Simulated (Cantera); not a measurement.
Charge: 1 mol CuO, 0.39 mol H2, 0.37 mol N2, held at 95.0 Pa.

Method: chemical equilibrium by Gibbs-energy minimisation in Cantera with the NASA 1993 tables (ideal gas, pure condensed phases). Candidate condensed phases: Cu, CuO, Cu(OH)2, Cu2O, H2O; 27 gas species. Each liquid is taken as pure. Mutual solubility and eutectic melting of coexisting phases are not modelled. Equilibrium is a limit: real reactors are often held back by kinetics, nucleation or transport.

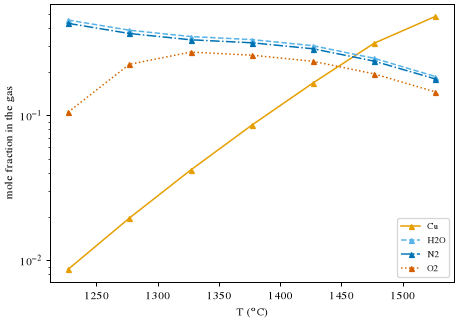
*Equilibrium gas composition (values under 1e-9 drawn at 1e-9)*

At 1227 °C the condensed part is Cu(l) + Cu2O(s). At 1277 °C the condensed part is Cu(l) + Cu2O(l). From 1327 °C to 1477 °C the condensed part is Cu(l). At 1527 °C nothing is condensed. The main Cu-bearing gas is Cu throughout. The share of Cu in condensed phases is highest at 1227 °C (99.3 %) and lowest at 1527 °C (0.0 %).
